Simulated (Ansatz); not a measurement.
## ZrNH4Cl3: geometry relaxation (part 2 of 2)

The same run, continued: ZrNH4Cl3; RHF/def2-SVP (Ansatz 0.2.0). It belongs to a series of runs on one base structure; here: end point A relaxed.

Geometry of the input (Å):
```
Zr -0.0690  0.1101  0.0710
N  -0.0590  0.0566  2.2031
H  -0.8613  0.2868  2.7661
H  0.7564  0.0130  2.7922
Cl 2.1318  0.3194  -0.7702
Cl -1.3173  2.0074  -0.5808
Cl -1.2216  -1.7643  -0.8120
H  1.5386  -2.1901  1.2688
H  1.0830  -1.8440  1.6971
```

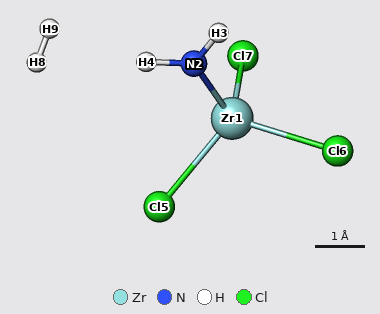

*The geometry at step 15 of the log (ball-and-stick view, seen at a tilt; atoms are numbered from 1 in the order of the input).*

**Trajectory as extended XYZ, continued**
```
9
Properties=species:S:1:pos:R:3:forces:R:3 step=7 energy=-40316.24220
Zr   -0.2182    0.3413    0.0540   -0.0453   0.0611  -0.0110
N    -0.1657    0.3013    2.0500   -0.1016   0.0292  -0.1995
H    -0.9456    0.4737    2.6618   -0.0225   0.0042   0.0548
H     0.6532    0.1172    2.6002    0.1253  -0.0378   0.1285
Cl    2.0276    0.4468   -0.6961    0.0214  -0.0035   0.0021
Cl   -1.4978    2.2407   -0.5841    0.0150  -0.0443   0.0077
Cl   -1.3031   -1.6093   -0.7728   -0.0077   0.0101   0.0101
H     1.9912   -2.6718    1.4149    0.2225  -0.0092  -0.1821
H     1.4401   -2.6451    1.9074   -0.2071  -0.0099   0.1894
9
Properties=species:S:1:pos:R:3:forces:R:3 step=8 energy=-40316.24674
Zr   -0.2330    0.3665    0.0440   -0.0433   0.0241   0.0215
N    -0.1747    0.3198    2.0402   -0.0535   0.0243  -0.0951
H    -0.9469    0.5069    2.6587   -0.0164   0.0025   0.0119
H     0.6399    0.1089    2.5910    0.0600  -0.0229   0.0436
Cl    2.0157    0.4654   -0.6984    0.0197  -0.0066  -0.0076
Cl   -1.5194    2.2583   -0.5978    0.0148  -0.0208   0.0124
Cl   -1.3250   -1.5817   -0.7803    0.0073   0.0093   0.0098
H     2.0421   -2.7012    1.4456    0.1285   0.0117  -0.0974
H     1.4829   -2.7483    1.9323   -0.1171  -0.0216   0.1010
9
Properties=species:S:1:pos:R:3:forces:R:3 step=9 energy=-40316.22638 accepted=F
Zr   -0.2579    0.4015    0.0294   -0.0484  -0.0200   0.0110
N    -0.1843    0.3464    2.0227    0.0324  -0.0039   0.0879
H    -0.9448    0.5336    2.6571    0.0158  -0.0013  -0.0331
H     0.6364    0.1118    2.5615   -0.0757   0.0159  -0.0571
Cl    1.9952    0.4845   -0.6972    0.0398  -0.0023  -0.0303
Cl   -1.5467    2.2905   -0.6131    0.0116  -0.0007   0.0134
Cl   -1.3513   -1.5491   -0.7894    0.0132   0.0149   0.0091
H     2.1135   -2.6862    1.5098   -0.9215  -0.4025   0.7053
H     1.5216   -2.9383    1.9544    0.9328   0.4000  -0.7062
9
Properties=species:S:1:pos:R:3:forces:R:3 step=10 energy=-40316.24937
Zr   -0.2479    0.3871    0.0368    0.0001  -0.0004  -0.0011
N    -0.1885    0.3382    2.0309    0.0061  -0.0055  -0.0042
H    -0.9520    0.5560    2.6510    0.0148   0.0008   0.0027
H     0.6164    0.0797    2.5794   -0.0213   0.0034   0.0043
Cl    2.0011    0.4697   -0.7122    0.0041  -0.0016  -0.0010
Cl   -1.5325    2.2815   -0.5910   -0.0062   0.0062  -0.0033
Cl   -1.3349   -1.5658   -0.7812   -0.0036   0.0015   0.0002
H     2.1162   -2.7327    1.5006   -0.0232   0.0029   0.0226
H     1.5037   -2.8190    1.9208    0.0292  -0.0072  -0.0201
9
Properties=species:S:1:pos:R:3:forces:R:3 step=11 energy=-40316.24625 accepted=F
Zr   -0.2635    0.4062    0.0297    0.0186  -0.0205  -0.0107
N    -0.2025    0.3516    2.0227    0.0604  -0.0102   0.1664
H    -0.9493    0.6268    2.6443    0.1090  -0.0414  -0.0614
H     0.5863    0.0372    2.5721   -0.1713   0.0599  -0.0887
Cl    1.9864    0.4766   -0.7230   -0.0111  -0.0008   0.0001
Cl   -1.5486    2.3019   -0.5892   -0.0069   0.0159  -0.0018
Cl   -1.3497   -1.5477   -0.7867   -0.0010  -0.0028  -0.0048
H     2.1916   -2.7499    1.5603   -0.4788  -0.1065   0.2522
H     1.5310   -2.9079    1.9051    0.4811   0.1064  -0.2513
9
Properties=species:S:1:pos:R:3:forces:R:3 step=12 energy=-40316.25012
Zr   -0.2531    0.3949    0.0338    0.0013   0.0015   0.0041
N    -0.1940    0.3449    2.0281    0.0170  -0.0120   0.0331
H    -0.9509    0.5881    2.6475    0.0241  -0.0020  -0.0140
H     0.5995    0.0567    2.5797   -0.0446   0.0150  -0.0259
Cl    1.9963    0.4728   -0.7170   -0.0042  -0.0043   0.0001
Cl   -1.5388    2.2891   -0.5924   -0.0001   0.0041   0.0014
Cl   -1.3422   -1.5567   -0.7844    0.0015  -0.0004  -0.0003
H     2.1371   -2.7367    1.5116   -0.0431  -0.0027   0.0358
H     1.5276   -2.8584    1.9283    0.0481   0.0007  -0.0344
9
Properties=species:S:1:pos:R:3:forces:R:3 step=13 energy=-40316.25064
Zr   -0.2591    0.3998    0.0319   -0.0008  -0.0132   0.0069
N    -0.2030    0.3468    2.0261    0.0118   0.0254   0.0661
H    -0.9496    0.6245    2.6446    0.0408  -0.0210  -0.0356
H     0.5828    0.0427    2.5805   -0.0522   0.0060  -0.0352
Cl    1.9903    0.4694   -0.7201   -0.0017  -0.0015   0.0008
Cl   -1.5412    2.2976   -0.5893   -0.0006   0.0059   0.0002
Cl   -1.3455   -1.5522   -0.7884   -0.0017  -0.0016  -0.0037
H     2.1578   -2.7318    1.5231   -0.0878  -0.0202   0.0643
H     1.5492   -2.9020    1.9269    0.0923   0.0202  -0.0639
9
Properties=species:S:1:pos:R:3:forces:R:3 step=14 energy=-40316.24970 accepted=F
Zr   -0.2654    0.4127    0.0276   -0.0061   0.0077   0.0001
N    -0.2062    0.3651    2.0214    0.0644  -0.0998   0.1597
H    -0.9469    0.6597    2.6402    0.0783  -0.0038  -0.0495
H     0.5507   -0.0142    2.5751   -0.1492   0.0939  -0.1088
Cl    1.9815    0.4629   -0.7337    0.0047  -0.0017  -0.0011
Cl   -1.5438    2.3141   -0.5897    0.0034   0.0032   0.0011
Cl   -1.3565   -1.5397   -0.7862    0.0009  -0.0016  -0.0008
H     2.1889   -2.7120    1.5532   -0.2428  -0.0932   0.1539
H     1.5792   -2.9539    1.9273    0.2463   0.0953  -0.1546
9
Properties=species:S:1:pos:R:3:forces:R:3 step=15 energy=-40316.25146
Zr   -0.2664    0.3970    0.0324    0.0099   0.0401  -0.0079
N    -0.2083    0.3532    2.0268   -0.0056  -0.0146  -0.0381
H    -0.9458    0.6458    2.6466   -0.0103   0.0097   0.0150
H     0.5670    0.0193    2.5757    0.0114  -0.0087   0.0213
Cl    1.9839    0.4564   -0.7186   -0.0060  -0.0060   0.0021
Cl   -1.5337    2.3062   -0.5874    0.0038  -0.0128   0.0024
Cl   -1.3563   -1.5497   -0.7956   -0.0063  -0.0084   0.0050
H     2.1793   -2.7161    1.5422   -0.0237  -0.0025   0.0181
H     1.5619   -2.9174    1.9131    0.0269   0.0032  -0.0180
9
Properties=species:S:1:pos:R:3:forces:R:3 step=16 energy=-40316.25216
Zr   -0.2667    0.3978    0.0329   -0.0002  -0.0013   0.0135
N    -0.2137    0.3520    2.0275   -0.0021   0.0007  -0.0282
H    -0.9430    0.6687    2.6454   -0.0062   0.0061   0.0069
H     0.5492   -0.0057    2.5792    0.0031  -0.0082   0.0101
Cl    1.9864    0.4319   -0.7117   -0.0028   0.0031  -0.0038
Cl   -1.5287    2.3091   -0.5887    0.0064  -0.0005  -0.0003
Cl   -1.3639   -1.5474   -0.7898   -0.0018  -0.0008   0.0020
H     2.1857   -2.6792    1.5444   -0.0203  -0.0058   0.0156
H     1.5764   -2.9326    1.8961    0.0239   0.0066  -0.0157
9
Properties=species:S:1:pos:R:3:forces:R:3 step=17 energy=-40316.25229
Zr   -0.2706    0.3938    0.0352   -0.0010   0.0013   0.0044
N    -0.2232    0.3490    2.0296    0.0103  -0.0025   0.0328
H    -0.9367    0.7065    2.6456    0.0398  -0.0161  -0.0194
H     0.5187   -0.0511    2.5835   -0.0540   0.0229  -0.0193
Cl    1.9822    0.4130   -0.7124   -0.0019  -0.0041  -0.0014
Cl   -1.5096    2.3176   -0.5927    0.0019  -0.0041   0.0054
Cl   -1.3782   -1.5480   -0.7826    0.0014   0.0014  -0.0020
H     2.2015   -2.6335    1.5562   -0.1729  -0.0917   0.0936
H     1.5976   -2.9526    1.8729    0.1764   0.0930  -0.0942
9
Properties=species:S:1:pos:R:3:forces:R:3 step=18 energy=-40316.25301
Zr   -0.2706    0.3961    0.0344   -0.0037  -0.0031   0.0009
N    -0.2225    0.3515    2.0287   -0.0068  -0.0077  -0.0003
H    -0.9344    0.7106    2.6446    0.0151   0.0018  -0.0050
H     0.5131   -0.0577    2.5825   -0.0111   0.0042   0.0034
Cl    1.9807    0.4088   -0.7171    0.0025   0.0024  -0.0010
Cl   -1.5132    2.3192   -0.5876    0.0028  -0.0004   0.0013
Cl   -1.3754   -1.5462   -0.7857   -0.0018   0.0014   0.0012
H     2.2044   -2.6351    1.5641   -0.0553  -0.0285   0.0303
H     1.5996   -2.9525    1.8711    0.0583   0.0299  -0.0309
9
Properties=species:S:1:pos:R:3:forces:R:3 step=19 energy=-40316.25366
Zr   -0.2740    0.3927    0.0340   -0.0066  -0.0023  -0.0039
N    -0.2296    0.3473    2.0282    0.0030   0.0013   0.0089
H    -0.9191    0.7516    2.6413    0.0005   0.0028  -0.0033
H     0.4825   -0.0955    2.5865   -0.0051  -0.0041  -0.0026
Cl    1.9767    0.4017   -0.7207    0.0015  -0.0009  -0.0013
Cl   -1.5073    2.3235   -0.5808    0.0024  -0.0016   0.0013
Cl   -1.3804   -1.5478   -0.7893    0.0023   0.0029   0.0016
H     2.2173   -2.6214    1.5739    0.0011   0.0019   0.0005
H     1.6155   -2.9575    1.8620    0.0008   0.0000  -0.0012
9
Properties=species:S:1:pos:R:3:forces:R:3 step=20 energy=-40316.24249 accepted=F
Zr   -0.2790    0.3934    0.0347   -0.0092  -0.0462  -0.0086
N    -0.2451    0.3472    2.0287    0.1046  -0.1915   0.6681
H    -0.8756    0.8734    2.6328    0.4138  -0.3270  -0.2722
H     0.3693   -0.2419    2.5995   -0.5248   0.5172  -0.3958
Cl    1.9664    0.3608   -0.7415    0.0044   0.0142   0.0022
Cl   -1.4913    2.3403   -0.5643    0.0050   0.0145  -0.0033
Cl   -1.3860   -1.5488   -0.7860    0.0069   0.0167   0.0100
H     2.2559   -2.5662    1.5943   -0.1119  -0.0718   0.0444
H     1.6669   -2.9635    1.8370    0.1112   0.0737  -0.0448
9
Properties=species:S:1:pos:R:3:forces:R:3 step=21 energy=-40316.25385
Zr   -0.2811    0.3861    0.0345    0.0130   0.0075  -0.0003
N    -0.2418    0.3399    2.0287   -0.0165   0.0262   0.1486
H    -0.8940    0.8145    2.6379    0.1200  -0.0889  -0.0869
H     0.4307   -0.1612    2.5914   -0.1044   0.0639  -0.0584
Cl    1.9684    0.3849   -0.7272   -0.0016  -0.0032   0.0013
Cl   -1.4905    2.3343   -0.5702   -0.0053  -0.0071  -0.0006
Cl   -1.3833   -1.5554   -0.7906   -0.0059  -0.0005  -0.0030
H     2.2336   -2.5897    1.5832   -0.0126  -0.0058   0.0053
H     1.6396   -2.9586    1.8475    0.0133   0.0079  -0.0059
9
Properties=species:S:1:pos:R:3:forces:R:3 step=22 energy=-40316.25404
Zr   -0.2743    0.3894    0.0348   -0.0269   0.0092  -0.0068
N    -0.2342    0.3451    2.0291   -0.0283  -0.0263   0.0902
H    -0.8855    0.8177    2.6381    0.0742  -0.0382  -0.0474
H     0.4156   -0.1843    2.5911   -0.0553   0.0592  -0.0398
Cl    1.9749    0.3832   -0.7269    0.0071  -0.0032  -0.0083
Cl   -1.4995    2.3260   -0.5758    0.0147   0.0009   0.0081
Cl   -1.3908   -1.5451   -0.7884    0.0141  -0.0037   0.0046
H     2.2340   -2.5840    1.5831   -0.0154  -0.0068   0.0067
H     1.6414   -2.9533    1.8502    0.0158   0.0087  -0.0073
9
Properties=species:S:1:pos:R:3:forces:R:3 step=23 energy=-40316.25490
Zr   -0.2778    0.3834    0.0353   -0.0051   0.0019   0.0023
N    -0.2418    0.3364    2.0297    0.0042  -0.0037   0.0026
H    -0.8635    0.8440    2.6382    0.0000   0.0039   0.0000
H     0.3922   -0.2080    2.5922   -0.0045  -0.0004  -0.0026
Cl    1.9707    0.3781   -0.7313    0.0000  -0.0004  -0.0013
Cl   -1.4904    2.3303   -0.5656    0.0034  -0.0024   0.0008
Cl   -1.3792   -1.5589   -0.7887    0.0014  -0.0006  -0.0012
H     2.2284   -2.5627    1.5834    0.0000   0.0016  -0.0001
H     1.6429   -2.9479    1.8421    0.0007   0.0001  -0.0004
```

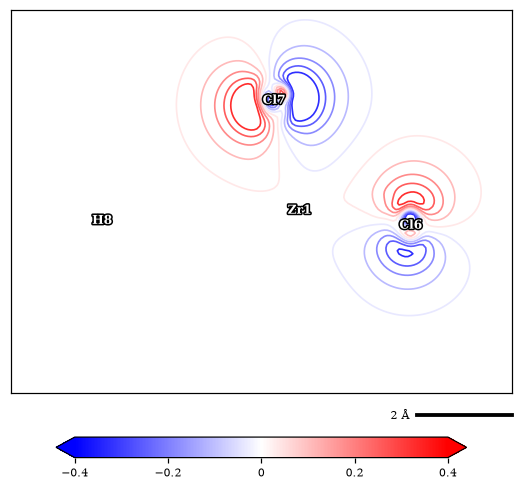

*One frontier orbital on the plane of atoms Cl6, Zr1 and Cl7 (values in Å⁻³ᐟ²; the overall sign is arbitrary).*

The HOMO−1, at −12.43 eV.

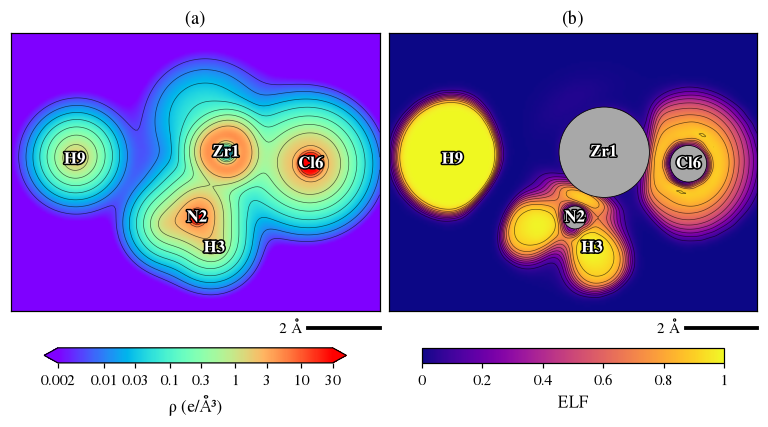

*(a) total electron density; (b) ELF on the plane of atoms N2, Zr1 and Cl6. Grey discs, where drawn, cover atomic cores.*

Atoms in the plane: Zr, N, H and Cl. Zr–Cl (2.37 Å): ρ at the midpoint is about 0.55 e/Å³; the ELF peaks at about 0.85 in the valence shell of Cl, 0.8 Å from its nucleus, and is about 0.35 at the midpoint.

**Results in brief**

```tsv
quantity	value
outcome	converged
total energy	−40316.2549 eV
mean-field energy	−40316.2549 eV
largest force (length of the vector) at the end	0.006 eV/Å
wall time	37 s (CPU time 69 s)
peak memory	0.3 GiB
```
